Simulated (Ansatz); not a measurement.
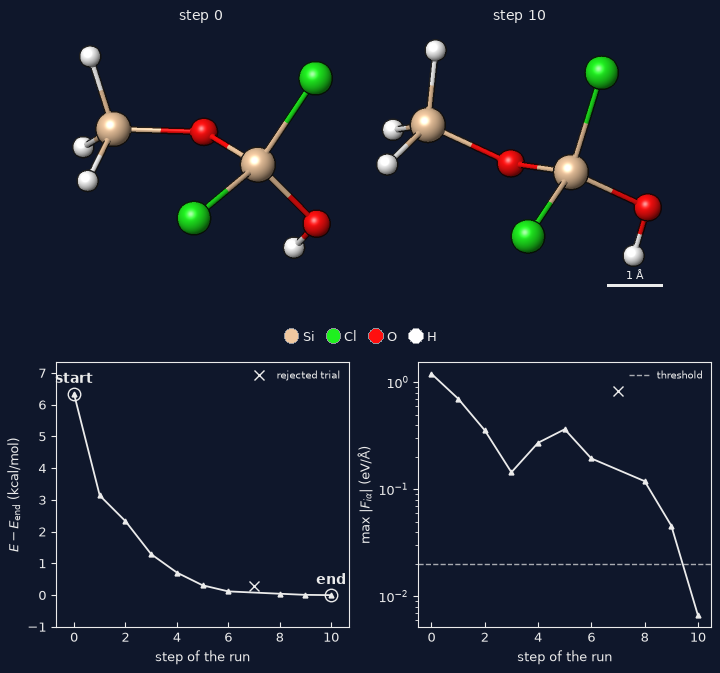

First and last geometry of a relaxation of Si$_{2}$H$_{4}$O$_{2}$Cl$_{2}$, with the history of the run. Style: ball-and-stick. Shown from a free direction.

The run prepares the start of a later molecular dynamics calculation, from a guessed geometry.

The calculation used RKS PBE0-D4/STO-3G in Ansatz. Settings: no spin polarisation; force threshold 0.02 eV/Å; at most 40 steps.

Did the run converge, and what did it change?

It converged. The largest moves after the best rigid fit, 0.63 Å, are those of Cl and O atoms. By element the largest moves are Cl 0.63 Å, O 0.63 Å, H 0.55 Å, Si 0.21 Å. Near-neighbour distances that change, for instance: O–Si 1.679 → 1.641 Å, Cl–Si 2.128 → 2.098 Å, O–Si 1.680 → 1.707 Å, H–Si 1.460 → 1.443 Å. Among the angles between lasting bonds that change: O–Si–Cl 109.5° → 104.8°, O–Si–H 109.5° → 105.1°, Si–O–H 109.5° → 105.6°. Groups turn about O–Si by about 50°, O–Si by about 40°, O–Si by about 30°. Over 9 accepted moves (10 points after the start) the energy falls by 6.34 kcal/mol. The largest force component goes from 1.2 to 0.0067 eV/Å. The line search rejected the trial step at point 7 of the run. Cost: 45 s on 1 thread of Arm Neoverse V1 (shared host), peak memory 0.14 GiB.

Limits of the set-up: STO-3G is a minimal basis, so the numbers are rough.
